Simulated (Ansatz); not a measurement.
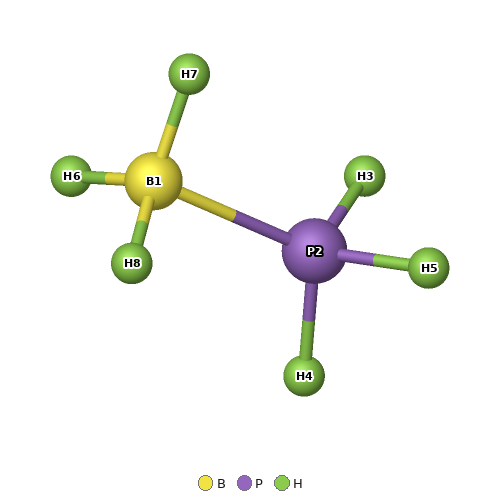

The system is BH₆P with the probe Cl-; the picture shows it without the atoms that are moved over the map. 
- The probe is moved over the molecule's main plane.
- First axis: x of the probe's Cl atom. Second axis: y of the probe's Cl atom.
- Nothing is relaxed (molecule and probe rigid).
- The scan uses a 17 × 17 grid. At 73 points there is no value (left out of the scan, as a rule where atoms come close).
- Points are written as (first, second).
- Energies are in kJ/mol, from the lowest grid point.
- Energies and slopes of some neighbouring points disagree (a jump in structure or state, or too coarse a mesh).
- Theory: RHF/def2-SVPD (Ansatz).

Range: x of the probe's Cl atom from −4.48 to 4.48 Å; y of the probe's Cl atom from −4.48 to 4.48 Å.

Question: Predict the map.

Answer: The lowest grid point is at (−4.48 Å, 0.00 Å) [nearest 3 H at 3.23 Å]. It lies on the edge of the grid, but the force there points inwards, so the minimum lies inside the range. The highest grid point, (2.24 Å, 1.12 Å) [nearest 1 H at 1.07 Å], lies 1426 kJ/mol above the lowest.

| y of the probe's Cl atom ↓, x of the probe's Cl atom → | −4.48 | −3.36 | −2.24 | −1.12 | 0.00 | 1.12 | 2.24 | 3.36 | 4.48 |
| --- | --- | --- | --- | --- | --- | --- | --- | --- | --- |
| 4.48 | 37 | 33 | 31 | 38 | 52 | 69 | 80 | 84 | 84 |
| 3.36 | 25 | 14 | 16 | 34 | 57 | 96 | 106 | 98 | 92 |
| 2.24 | 12 | 16 | 254 | – | – | 565 | 363 | 142 | 103 |
| 1.12 | 3 | 102 | – | – | – | – | 1426 | 254 | 114 |
| 0.00 | 0 | 155 | – | – | – | – | – | 308 | 119 |
| −1.12 | 3 | 97 | – | – | – | – | – | 258 | 114 |
| −2.24 | 12 | 14 | 207 | – | – | 676 | 412 | 145 | 103 |
| −3.36 | 26 | 15 | 15 | 30 | 58 | 101 | 108 | 98 | 92 |
| −4.48 | 38 | 33 | 32 | 39 | 53 | 69 | 80 | 84 | 84 |

The table holds every second grid line.

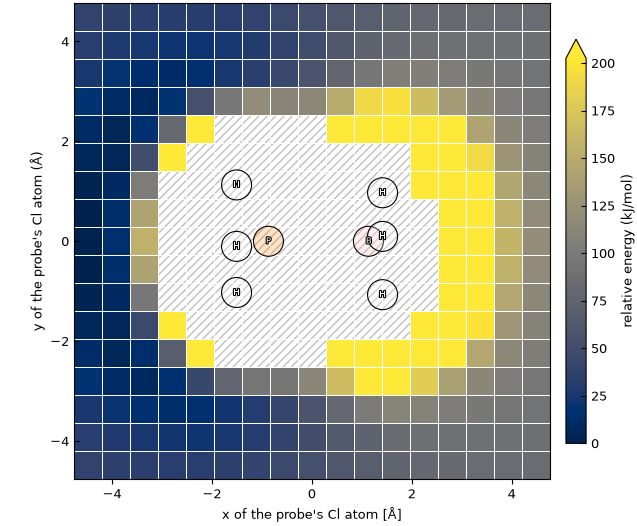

Drawn: one coloured cell a grid point, labelled circles for the molecule's atoms, projected on the plane, one colour for all values above the top of the scale, hatched blanks where no value was computed.

Each point was launched as `ansatz run input.yaml --threads 1 --pin off --max-ram 2560MiB --backend cpu --events-out ev --progress --plain --runs-dir out`. Time for the 216 points that were run: 8 min on 1 thread of Arm Neoverse V2, with other jobs on the host.
